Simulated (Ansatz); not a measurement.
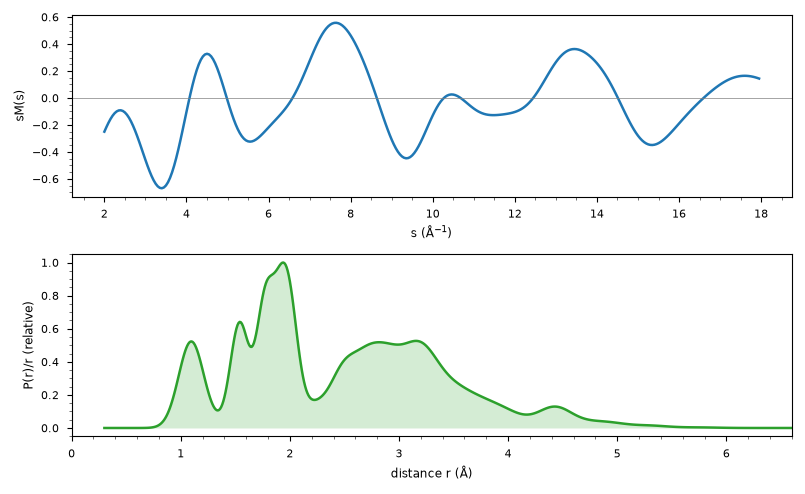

Simulated gas electron diffraction: reduced molecular intensity sM(s) from the Debye equation in the first Born approximation (top) and the radial distribution curve (bottom) of C₃H₁₂BNSi. Each pair of atoms contributes with weight ZᵢZⱼ/r; damping constant 0.002 Å²; vibrational amplitudes assumed, not computed: 0.05 Å for bonds, 0.078 Å for bonds to H, 0.06 + 0.015 r up to 0.15 Å for other pairs. The geometry is the end point of an optimisation (RKS PBE/6-31G (Ansatz)); it may be a saddle point or a higher isomer. SMILES: BC(C)[SiH](C)N.

**Which pairs of atoms lie under the first 6 clear peaks? Mark bonded pairs by – and others by ···.**

Peak 1, 1.10 Å: N–H 1.01–1.02 Å (×2), C–H 1.10–1.11 Å (×7), B–H 1.21 Å (×2), not resolved
Peak 2, 1.54 Å: Si–H 1.52 Å, C–B 1.53 Å, C–C 1.54 Å
Peak 3, 1.94 Å: Si–N 1.77 Å, Si–C 1.92–2.01 Å (×2), not resolved
Peak 4, 2.82 Å: C···B 2.66 Å, Si···B 2.73 Å, C···H 2.78–2.96 Å (×3), Si···C 2.90 Å, not resolved; in its flanks Si···H 2.45–2.53 Å
Peak 5, 3.16 Å: Si···H 3.02–3.45 Å (×4), N···C 3.06–3.18 Å (×2), C···H 3.08–3.41 Å (×6), N···H 3.12–3.39 Å (×4), C···C 3.23 Å, C···B 3.33 Å, not resolved; in its flanks N···B 3.55 Å, C···H 3.56–4.06 Å, C···C 3.73 Å
Peak 6, 4.43 Å: C···H 4.17–4.76 Å (×4), H···H 4.21–4.70 Å (×14), B···H 4.39 Å (×2), N···C 4.43 Å, N···H 4.48–4.54 Å (×2), not resolved; in its flanks H···H 4.77–5.81 Å, N···H 4.85–5.29 Å, C···H 4.97–5.02 Å
